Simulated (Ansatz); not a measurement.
# CH4BClN2: the cost of one run

Computed with Ansatz 0.2.0, Gaussian basis. Level: the settings change from run to run.

### Step 1. The relaxed structure

The geometry comes from an earlier relaxation with PBE0-D4 in a triple-zeta def2 set; it is a stationary point, not always the lowest conformer.

SMILES `N=C(N)BCl`, 9 atoms, charge 0, spin multiplicity 1.

Atoms are counted from 1 here; the program's logs count them from 0.

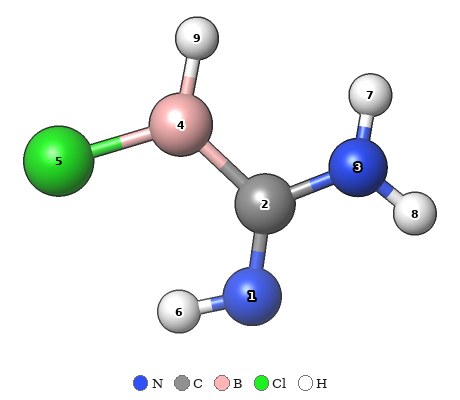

The geometry (nitrogen blue, carbon grey, boron pink, chlorine green, hydrogen white); atoms are numbered from 1 in the order of the file.

### Step 2. wB97M-V/aug-cc-pVTZ

This run has atoms shaken by 0.03 Å.

The input, in.yaml:

```yaml
crystal:
  periodic: [false, false, false]
  atoms:
    - {symbol: N, position_ang: [1.170504, 0.594192, -0.991890]}
    - {symbol: C, position_ang: [0.312665, -0.049912, -0.159095]}
    - {symbol: N, position_ang: [0.572264, -1.351252, 0.125955]}
    - {symbol: B, position_ang: [-0.983730, 0.568795, 0.393031]}
    - {symbol: Cl, position_ang: [-1.469834, 2.223352, -0.106089]}
    - {symbol: H, position_ang: [0.828430, 1.519417, -1.132294]}
    - {symbol: H, position_ang: [0.009891, -1.792009, 0.918553]}
    - {symbol: H, position_ang: [1.395175, -1.763492, -0.177336]}
    - {symbol: H, position_ang: [-1.638065, 0.004714, 1.062895]}
basis:
  gaussian: {orbitals: aug-cc-pVTZ}
hamiltonian: {xc: {name: wB97M-V}}
```

The run is started by

```bash
ansatz run in.yaml --threads 2 --pin off --events-out ev --progress --plain --max-ram 4352MiB
```

**Question.** How long does this run take on 2 threads of Arm Neoverse V1, shared host, and how much memory does it need?

About 25 s, with a peak of 1.1 GiB.
